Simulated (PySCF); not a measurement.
System: C5H6F4Si.

Input file:

```
{"job": {"kind": "nmr", "xc": "PBE0", "basis": "pcSseg-1"}, "charge": 0, "multiplicity": 1}
F     -0.595732     2.539168     0.299834
C     -0.656080     1.274669    -0.261074
C      0.636234     0.618202    -0.148583
C      1.714086     0.098506    -0.018434
Si     3.368108    -0.720768     0.152720
C     -1.763155     0.498565     0.471082
C     -2.139916    -0.770993    -0.263195
F     -1.154470    -1.676966    -0.296715
F     -3.192361    -1.373960     0.309894
F     -2.485136    -0.536525    -1.539290
H     -0.920132     1.425849    -1.318799
H      3.315323    -1.573939     1.340472
H      4.358592     0.345582     0.307232
H      3.596229    -1.499294    -1.064006
H     -2.654461     1.127300     0.538979
H     -1.434728     0.233549     1.478472
```

Launched as:

```sh
OMP_NUM_THREADS=1 python probes_run.py task.json out
```

Geometry: GFN2-xTB.

Computed with PBE0/pcSseg-1, SCF density, gas phase, non-relativistic (PySCF).

### What can the converged electron density and electron localisation function tell about the bonding?

C–C (1.20 Å): the density is about 2.7 e/Å³ at the midpoint; the ELF peaks at about 0.85 between the atoms (a short, multiple covalent bond).
C–Si (1.85 Å): ρ is about 0.91 e/Å³ halfway; the ELF peaks at about 0.95 between the atoms, as expected for a covalent bond.
C–F (1.38 Å): ρ at the midpoint is about 2.1 e/Å³, with its minimum of 1.7 e/Å³ about 0.5 Å from C; the ELF peaks at about 0.85 between the atoms: a shared but strongly polarised pair.

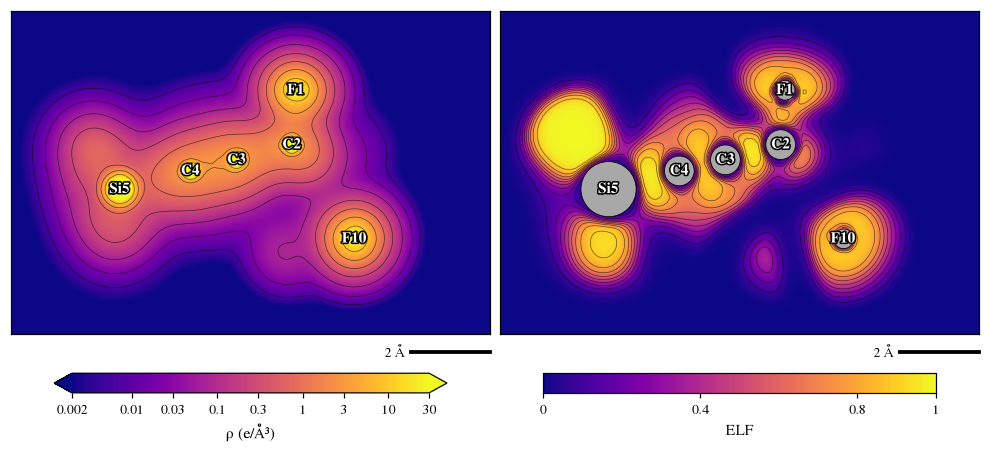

Computed electron density and electron localisation function on the plane of atoms F1, C2 and C3, in this order. Grey discs cover the atomic cores in the ELF map. 
